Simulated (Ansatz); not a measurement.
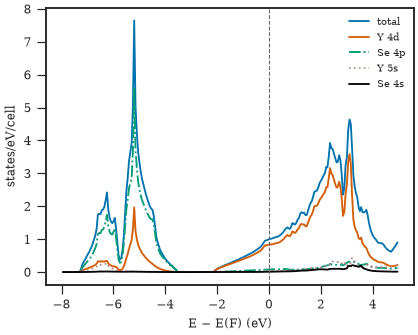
Figure. Total and projected density of states of YSe (rock salt, Fm-3m), the program Ansatz at the r²SCAN level (PAW)

Question: Which orbitals carry the states next to the Fermi level?

Answer: Within 0.5 eV of the Fermi level: Y 4d 83 %, Se 4p 8 %, outside the projected shells 5 %. Projections are on Löwdin-orthogonalised atomic valence shells; empty p or d shells of many metals are not among them.

Question: Where is the tallest occupied peak in this window, and what makes it?

Answer: Near -5.2 eV, about 7.7 states/eV per cell; the largest projected share is Se 4p.

The workflow started from a Materials Project entry (that database holds measured and hypothetical structures alike); the Crystallography Open Database files this formula in space group No. 225, but the cells were not matched. Its standing as an ambient phase is unchecked. Symmetry was held in the r²SCAN relaxation; whether a distortion lowers the energy is not shown. The run is not spin-polarised. With an odd number of electrons in the cell and no spin polarisation, the count alone makes it a metal. Spin–orbit coupling is left out wherever it is not named.

Potentials: the earlier of the program's two PAW sets.
